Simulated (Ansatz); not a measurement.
**Al2F2H4 (SMILES [F+]1[AlH2-][F+][AlH2-]1): density, localisation and related maps**

Input file:

```
crystal:
  periodic: [false, false, false]
  atoms:
    - symbol: Al
      position_ang: [-1.351131, 1.362473, 0.539273]
    - symbol: Al
      position_ang: [-0.653686, -0.935334, 2.051937]
    - symbol: F
      position_ang: [-1.393586, -0.479758, 0.422936]
    - symbol: F
      position_ang: [-0.610542, 0.906874, 2.167955]
    - symbol: H
      position_ang: [-0.227044, 1.924494, -0.411841]
    - symbol: H
      position_ang: [-2.812556, 1.909808, 0.760007]
    - symbol: H
      position_ang: [0.807510, -1.483598, 1.831986]
    - symbol: H
      position_ang: [-1.778526, -1.496483, 3.002684]
basis:
  gaussian: {orbitals: def2-TZVPD}
output: {forces: true, orbitals: {seedname: orbitals}}
hamiltonian: {xc: pbe0}
```

Command:

```sh
ansatz run input.yaml --threads 2 --pin off --max-ram 5220MiB --events-out events.jsonl --progress --plain --runs-dir runs
```

Geometry: PBE0-D4/def2-SVP.

Theory: isolated molecule in a Gaussian basis; Kohn-Sham density functional theory, functional PBE0 (Ansatz).

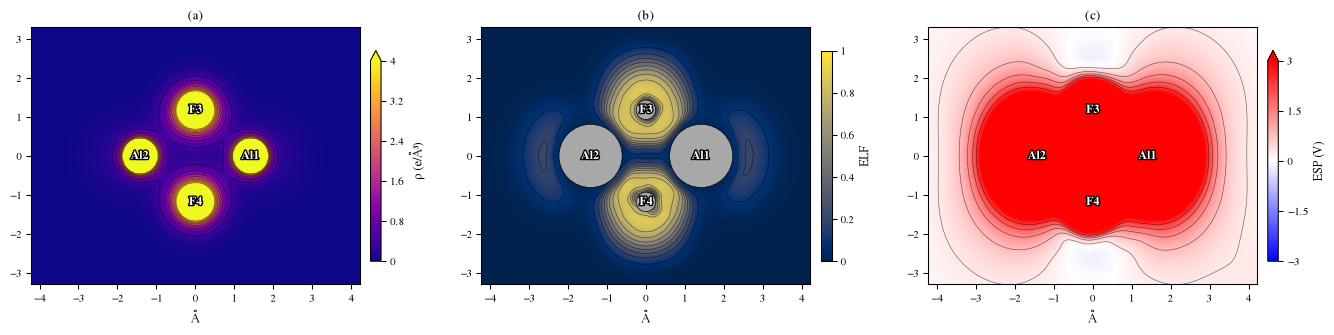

Figure 1. (a) total electron density; (b) ELF; (c) molecular electrostatic potential on the plane of atoms F3, Al1 and F4. Grey discs cover the atomic cores in the ELF map.

### What does the map show?

The section cuts through Al and F sites. Al–F (1.85 Å): the density is about 0.55 e/Å³ at the midpoint; the ELF peaks at about 0.85 in the valence shell of F, 0.5 Å from its nucleus, and is about 0.40 at the midpoint. The ELF also peaks beside F4 and F3, away from the bonds: lone-pair regions. The potential has no marked negative region in this plane.

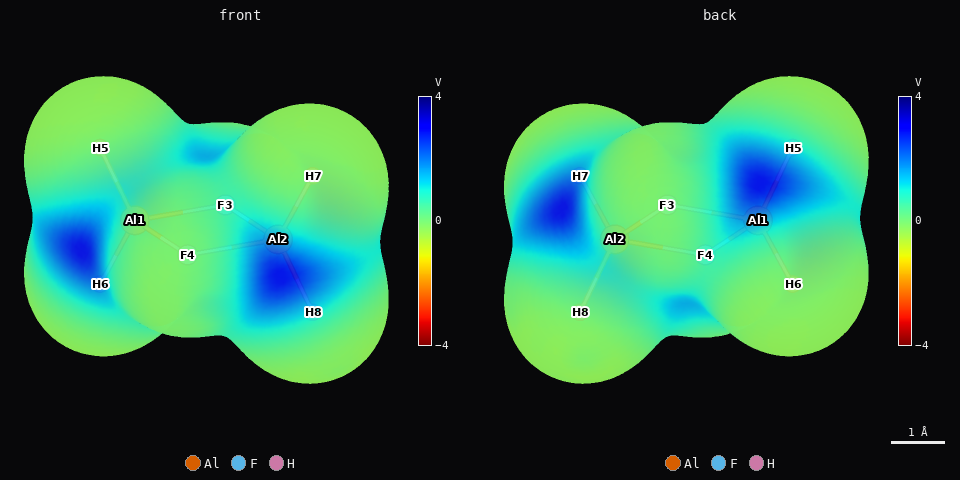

Figure 2. The electrostatic potential painted on the density surface at 0.002 e/bohr³, seen from the front and from behind; the colour scale runs from red (negative) to blue (positive).

### Which sites attract a positive test charge, and which a negative one?

A positive charge is drawn to the negative regions and a negative charge to the positive ones. The most negative region (about −0.3 V) lies over H5, H6, H7 and H8, the most positive (about +3.0 V) over Al1 and Al2.

### How polar is the molecule by this calculation?

Its dipole moment is zero.

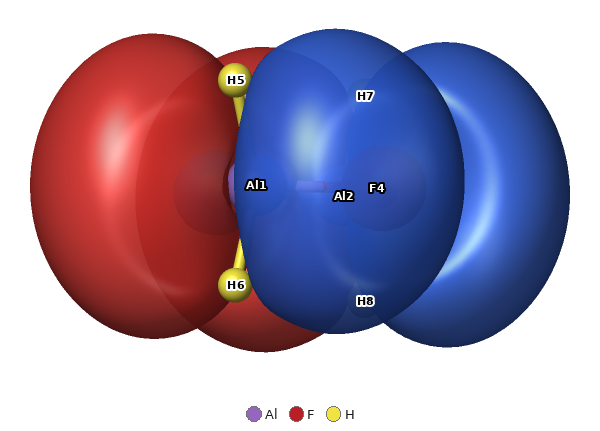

Figure 3. One frontier orbital at ±0.05 Å⁻³ᐟ² (red and blue are the two phases), seen at an oblique angle.

### Which orbital is it: HOMO or LUMO?

The LUMO, at −0.83 eV. Its weight (Hirshfeld) is mainly on Al1 (about 40 %) and Al2 (about 40 %); it is ungerade (odd under inversion).
